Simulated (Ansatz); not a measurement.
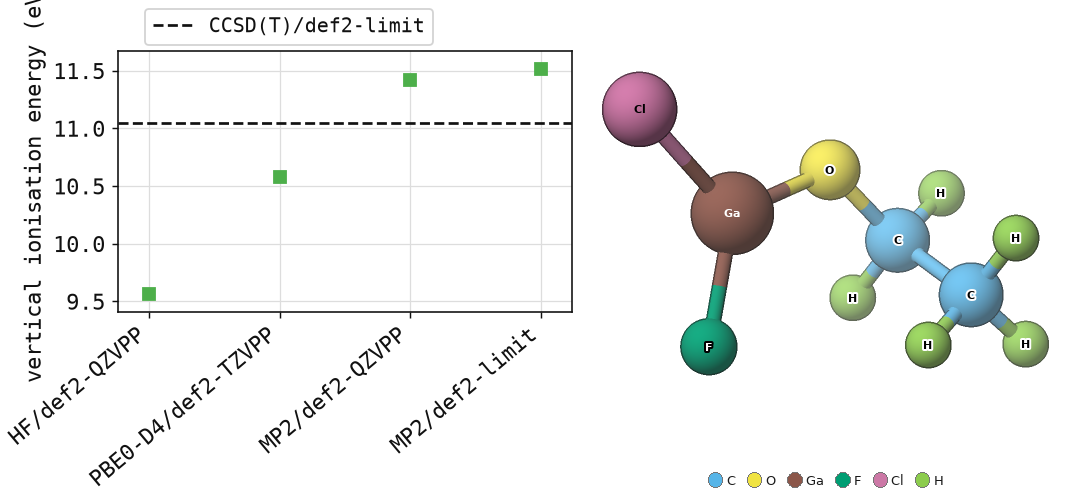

Vertical ionisation energy of C₂H₅ClFGaO, SMILES CC[O][Ga]([F])[Cl], singlet, taken as the energy of the cation less that of the neutral at fixed geometry (unrestricted doublet cation, cores frozen in correlated methods, no spin-orbit coupling), the Ansatz code, at a PBE0-D4/def2-TZVP geometry (a minimum by its frequencies). Limit means an estimate of the basis limit from triple and quadruple zeta; for coupled cluster it is either extrapolated directly or built as the MP2 limit plus the step from MP2 in triple zeta. The distance of MP2/def2-QZVPP to the limit includes basis error.

Question: Which level comes closest to the line (CCSD(T)/def2-limit), and which misses most?

Answer: Closest MP2/def2-QZVPP (11.42 eV), against 11.05 eV; farthest HF/def2-QZVPP (9.57 eV).

Question: Give the values.

Answer:
| level | eV | less CCSD(T)/def2-limit |
| --- | --- | --- |
| HF/def2-QZVPP | 9.57 | −1.48 |
| PBE0-D4/def2-TZVPP | 10.58 | −0.47 |
| MP2/def2-QZVPP | 11.42 | 0.37 |
| MP2/def2-limit | 11.51 | 0.46 |
| CCSD(T)/def2-limit | 11.05 | 0.00 |

Limits of at least one run: no scalar relativity up to krypton; one conformer of a flexible molecule; outer-core shells are correlated without core-valence functions, which makes the correlated values less sure.
